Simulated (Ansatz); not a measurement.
## A computed series for CdSe: pressure series

Take CdSe in the zinc blende structure (space group F-43m, No. 216; a = 6.007 Å) as the base.

Cell and atoms are relaxed at each pressure.

Method: LDA, PAW, 420 eV (Ansatz, an electronic-structure program; scalar-relativistic without spin-orbit coupling).

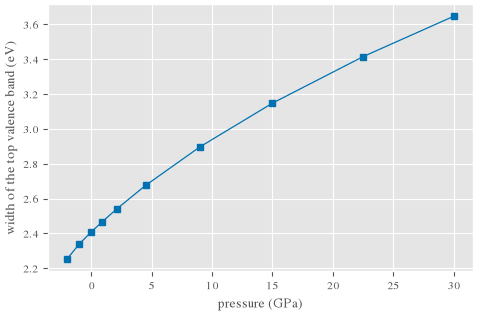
Figure: Width of the top valence band against pressure

Q: From the plot, what is the width of the top valence band for pressure −2 GPa?

A: About 2.3 eV.

Q: Is the trend monotonic over the range shown?

A: Yes, it rises throughout, spanning 2.25 eV to 3.65 eV.

The levels and masses belong to the bands next to the band gap. Load acts through the strain it causes; cell and atoms are relaxed under it. Whether these cells are dynamically stable was not tested. Tetrahedral semiconductors of this kind turn to denser phases somewhere between about 1 and 50 GPa; those were not computed, so compressed cells here can lie past the real transition.
